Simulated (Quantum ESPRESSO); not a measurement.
**SiC (Moissanite 3C) under biaxial strain: a fit and a test**

Aim: strain and stress coefficients of the optical modes of SiC (Moissanite 3C) under biaxial strain in the (001) plane.

Calculated with Quantum ESPRESSO 7.5; DFT LDA, scalar-relativistic, plane waves, GBRV ultrasoft pseudopotentials.

**1. The relaxed structure**

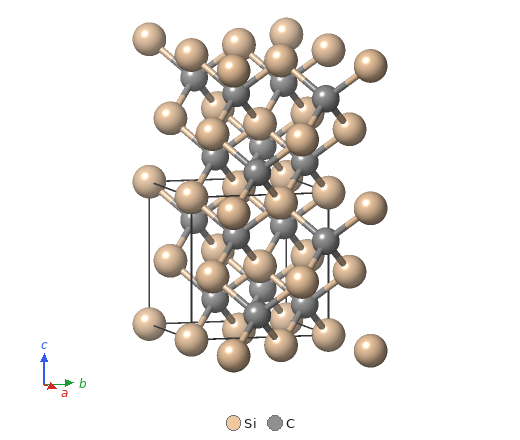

The cell as given, slightly off an axis (silicon light orange, carbon grey). 2×1×2 cells are drawn. This picture shows the conventional cell, with its axes. Bonds to atoms that aren't drawn are left out. Some periodic images of atoms are drawn too.

Structure file:

```
CELL_PARAMETERS angstrom
-2.16415 0.00000 2.16415
0.00000 2.16415 2.16415
-2.16415 2.16415 0.00000
ATOMIC_POSITIONS crystal
Si 0.00000 0.00000 0.00000
C 0.25000 0.25000 0.25000
```

This is the cell after its relaxation at this level of theory, not the database cell from which that began.

**2. Strained cells**

The in-plane lattice vectors are held at a strain ε, as on a substrate; the length along z is set so that σ_zz vanishes; symmetry keeps the atoms on their sites. Modes are taken without the LO-TO term. Cutoff 55 Ry, k mesh 12×12×12.

From the response at ε = -0.03:

The log of the run:

```text
[banners, grids, parts of the stress and lines that vanish by symmetry left out]
Program PHONON v.7.5
     Reading xml data from directory:

[...]
Exchange-correlation= PZ
                           (   1   1   0   0   0   0   0)
[...]
kinetic-energy cut-off    =      55.0000  Ry
     charge density cut-off    =     440.0000  Ry
     convergence threshold     =      1.0E-18
[...]
Exchange-correlation= PZ
                           (   1   1   0   0   0   0   0)
[...]
q = (   0.0000000   0.0000000   0.0000000 )
      9 Sym.Ops. (with q -> -q+G )
     G cutoff =  369.5459  (  20523 G-vectors)     FFT grid: ( 40, 40, 40)
     G cutoff =  184.7729  (   7263 G-vectors)  smooth grid: ( 27, 27, 27)
     number of k points=   163
[...]
Mode symmetry, D_2d (-42m) point group:
[...]
Dielectric constant
[...]
End of electric fields calculation
          Dielectric constant in cartesian axis
          (       6.798555573      -0.000000000       0.000000000 )
          (      -0.000000000       6.798555573      -0.000000000 )
          (       0.000000000      -0.000000000       6.996798940 )
          Effective charges (d Force / dE) in cartesian axis without acoustic sum rule applied (asr)
           atom    1  Si    Mean Z*:        2.76831
      Ex  (        2.73586       -0.00000       -0.00000 )
      Ey  (        0.00000        2.73586        0.00000 )
      Ez  (       -0.00000       -0.00000        2.83321 )
           atom    2  C     Mean Z*:       -2.76988
      Ex  (       -2.73761        0.00000        0.00000 )
      Ey  (        0.00000       -2.73761        0.00000 )
      Ez  (       -0.00000        0.00000       -2.83441 )
          Effective charges Sum: Mean:       -0.00157
[...]
Effective charges (d Force / dE) in cartesian axis with asr applied:
           atom    1  Si    Mean Z*:        2.76909
[...]
atom    2  C     Mean Z*:       -2.76909
[...]
Representation #   1 mode #   1
[...]
End of self-consistent calculation
     Convergence has been achieved
     Representation #   2 mode #   2
[...]
End of self-consistent calculation
     Convergence has been achieved
     Representation #   3 modes #   3   4
[...]
End of self-consistent calculation
     Convergence has been achieved
     Representation #   4 modes #   5   6
[...]
End of self-consistent calculation
     Convergence has been achieved
[...]
Dielectric constant in cartesian axis
          (       6.798555573      -0.000000000       0.000000000 )
          (      -0.000000000       6.798555573      -0.000000000 )
          (       0.000000000      -0.000000000       6.996798940 )
          Effective charges (d Force / dE) in cartesian axis without acoustic sum rule applied (asr)
           atom    1  Si    Mean Z*:        2.76831
      Ex  (        2.73586       -0.00000       -0.00000 )
      Ey  (        0.00000        2.73586        0.00000 )
      Ez  (       -0.00000       -0.00000        2.83321 )
           atom    2  C     Mean Z*:       -2.76988
      Ex  (       -2.73761        0.00000        0.00000 )
      Ey  (        0.00000       -2.73761        0.00000 )
      Ez  (       -0.00000        0.00000       -2.83441 )
          Effective charges Sum: Mean:       -0.00157
[...]
Effective charges (d Force / dE) in cartesian axis with asr applied:
           atom    1  Si    Mean Z*:        2.76909
[...]
atom    2  C     Mean Z*:       -2.76909
[...]
q = (    0.000000000   0.000000000   0.000000000 )
[...]
freq (    1) =      -0.199312 [THz] =      -6.648340 [cm-1]
     freq (    2) =      -0.199312 [THz] =      -6.648340 [cm-1]
     freq (    3) =      -0.186687 [THz] =      -6.227198 [cm-1]
     freq (    4) =      24.813172 [THz] =     827.678313 [cm-1]
     freq (    5) =      24.813172 [THz] =     827.678313 [cm-1]
     freq (    6) =      25.259295 [THz] =     842.559377 [cm-1]
[...]
Mode symmetry, D_2d (-42m) point group:
     freq (   1-   2) =         -6.6  [cm-1]   --> E    X_5  W_3   I+R
     freq (   3-   3) =         -6.2  [cm-1]   --> B_2  X_3  W_2   I+R
     freq (   4-   5) =        827.7  [cm-1]   --> E    X_5  W_3   I+R
     freq (   6-   6) =        842.6  [cm-1]   --> B_2  X_3  W_2   I+R

   JOB DONE.
```

The run at ε = 0.01 is held back.

```tsv
ε	ε_zz	σ_xx (GPa, tension positive)	singlet (cm⁻¹)	doublet (cm⁻¹)
-0.03	0.0206	-14.88	842.56	827.68
-0.02	0.0139	-9.60	827.35	818.32
-0.01	0.0072	-4.66	812.57	808.49
0	0.0000	-0.09	798.38	798.38
0.01	-0.0069	4.25	held back	held back
0.02	-0.0143	8.27	770.84	776.24
0.03	-0.0218	12.03	757.75	764.59
```

**3. The fit**

Parabolas ω = ω₀ + a ε + b ε² through the other rows:

```tsv
mode	ω₀ (cm⁻¹)	a (cm⁻¹)	b (cm⁻¹)
singlet	798.3	-1413	2048
doublet	798.3	-1051	-2407
```

The biaxial modulus, the linear term of σ_xx, is 448 GPa, so the singlet mode moves by a/M = -3.2 cm⁻¹ a GPa of tensile stress. The ratio −ε_zz/ε near zero is 0.71. For ε = 0.01 the fits predict 784.37 and 787.53 cm⁻¹.

**4. The run that was held back**

The log of the run:

```text
[banners, grids, parts of the stress and lines that vanish by symmetry left out]
[banner, memory and clock lines left out]
Program PHONON v.7.5

[...]
Exchange-correlation= PZ
                           (   1   1   0   0   0   0   0)
[...]
kinetic-energy cut-off    =      55.0000  Ry
     charge density cut-off    =     440.0000  Ry
     convergence threshold     =      1.0E-18
[...]
Exchange-correlation= PZ
                           (   1   1   0   0   0   0   0)
[...]
q = (   0.0000000   0.0000000   0.0000000 )
      9 Sym.Ops. (with q -> -q+G )
     G cutoff =  373.9889  (  21667 G-vectors)     FFT grid: ( 40, 40, 40)
     G cutoff =  186.9944  (   7663 G-vectors)  smooth grid: ( 27, 27, 27)
     number of k points=   163
[...]
Mode symmetry, D_2d (-42m) point group:
[...]
Dielectric constant
[...]
End of electric fields calculation
          Dielectric constant in cartesian axis
          (       6.983557182       0.000000000       0.000000000 )
          (       0.000000000       6.983557182      -0.000000000 )
          (       0.000000000      -0.000000000       6.917460350 )
          Effective charges (d Force / dE) in cartesian axis without acoustic sum rule applied (asr)
           atom    1  Si    Mean Z*:        2.72168
      Ex  (        2.73341        0.00000        0.00000 )
      Ey  (        0.00000        2.73341       -0.00000 )
      Ez  (        0.00000       -0.00000        2.69823 )
           atom    2  C     Mean Z*:       -2.72321
      Ex  (       -2.73491        0.00000        0.00000 )
      Ey  (        0.00000       -2.73491        0.00000 )
[...]
Convergence has been achieved
     Representation #   4 modes #   5   6
[...]
End of self-consistent calculation
     Convergence has been achieved
[...]
Dielectric constant in cartesian axis
          (       6.983557182       0.000000000       0.000000000 )
          (       0.000000000       6.983557182      -0.000000000 )
          (       0.000000000      -0.000000000       6.917460350 )
          Effective charges (d Force / dE) in cartesian axis without acoustic sum rule applied (asr)
           atom    1  Si    Mean Z*:        2.72168
      Ex  (        2.73341        0.00000        0.00000 )
      Ey  (        0.00000        2.73341       -0.00000 )
      Ez  (        0.00000       -0.00000        2.69823 )
           atom    2  C     Mean Z*:       -2.72321
      Ex  (       -2.73491        0.00000        0.00000 )
      Ey  (        0.00000       -2.73491        0.00000 )
      Ez  (        0.00000        0.00000       -2.69982 )
          Effective charges Sum: Mean:       -0.00153
[...]
Effective charges (d Force / dE) in cartesian axis with asr applied:
           atom    1  Si    Mean Z*:        2.72245
[...]
atom    2  C     Mean Z*:       -2.72245
[...]
q = (    0.000000000   0.000000000   0.000000000 )
[...]
freq (    1) =      -0.218955 [THz] =      -7.303544 [cm-1]
     freq (    2) =      -0.182463 [THz] =      -6.086317 [cm-1]
     freq (    3) =      -0.182463 [THz] =      -6.086317 [cm-1]
     freq (    4) =      23.513304 [THz] =     784.319396 [cm-1]
     freq (    5) =      23.606955 [THz] =     787.443273 [cm-1]
     freq (    6) =      23.606955 [THz] =     787.443273 [cm-1]
[...]
Mode symmetry, D_2d (-42m) point group:
     freq (   1-   1) =         -7.3  [cm-1]   --> B_2  X_3  W_2   I+R
     freq (   2-   3) =         -6.1  [cm-1]   --> E    X_5  W_3   I+R
     freq (   4-   4) =        784.3  [cm-1]   --> B_2  X_3  W_2   I+R
     freq (   5-   6) =        787.4  [cm-1]   --> E    X_5  W_3   I+R
```

It gives 784.32 and 787.44 cm⁻¹.

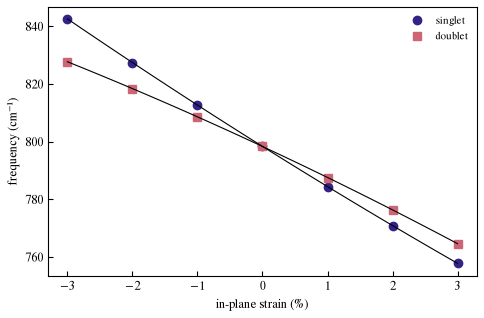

The two modes against in-plane strain, with the fits.

**5. Results**

```
strain coefficient of the singlet mode : -1413 cm⁻¹
strain coefficient of the doublet mode : -1051 cm⁻¹
biaxial modulus                        : 448 GPa
```

In words: One per cent of tensile strain moves the singlet mode of SiC (Moissanite 3C) by -14.1 cm⁻¹ and the doublet mode by -10.5 cm⁻¹; the fits miss the run held back by up to 0.09 cm⁻¹. At 3 % strain the quadratic term is 4 % of the linear one for the singlet mode and 7 % for the doublet mode. In a polar crystal the line seen along z is the LO mode, whose shift differs. These are harmonic values at zero temperature, without the LO-TO term, for a homogeneous, dislocation-free layer.

[Host names and launcher messages were left out of these logs when they were recorded.]

[Logs are printed without paths, hosts, clocks, repeated set-up lines and the standing remarks that a program may print on its own settings, such as how far it seeks lower states.]

[Hosts, paths, dates, database ids (printed as entryN), source tags and the programs' standing remarks are cut or masked in the printed files.]
